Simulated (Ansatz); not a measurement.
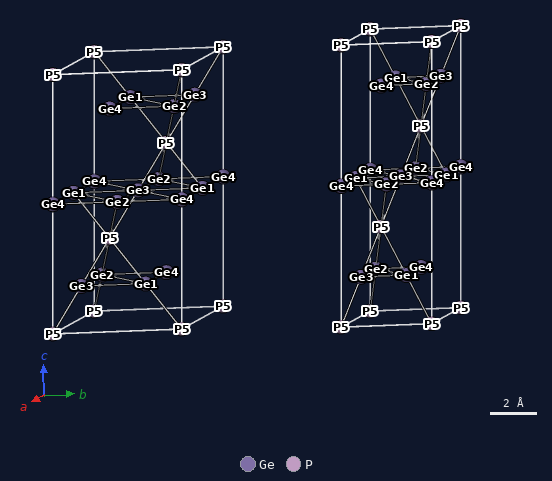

Two geometries of crystalline Ge$_{4}$P (a generated structure, set up in R-3m) (coarse preliminary run), drawn at one scale. One is the start of a relaxation, the other its converged end. The picture is a ball-and-stick view of the conventional cell (3 times the calculation's cell), seen slightly off an axis. Lengths and directions refer to the drawn axes.

Computed with Ansatz, DFT PBE, scalar-relativistic, plane waves, PAW. Set-up: plane-wave cutoff 420 eV; k-point mesh 6 × 6 × 6; occupations gaussian; smearing width 0.1 eV; no spin polarisation; cell and atoms relaxed; force threshold 0.04 eV/Å; at most 70 steps.

Q: Which one is relaxed?

A: The left one is the relaxed one. No atom moves by more than 0.005 Å relative to the cell. Cell: a = b 4.062 → 5.783 Å (+42.4 %), c 12.611 → 11.593 Å (−8.1 %). Volume +86.4 %. Some distances before and after: Ge1–Ge2 2.031 → 2.892 Å, Ge1–P5 2.407 → 2.554 Å. Among the angles between lasting bonds that change: Ge1–P5–Ge2 130.1° → 111.0°. The space group stays R-3m (No. 166). Over 13 accepted moves (15 points after the start) the energy falls by 5302 meV per atom. All forces vanish by symmetry, so only the cell relaxes. Pressure: 212.91 GPa at the start and 0.14 GPa at the end. The SCF was repeated twice at an unchanged geometry on a basis and grid sized afresh for the cell, which shifted the energy by 267 meV per atom at most. The run took 2.8 min on 1 thread of AMD EPYC (Zen 3), with other jobs on the host, peak memory 0.45 GiB.
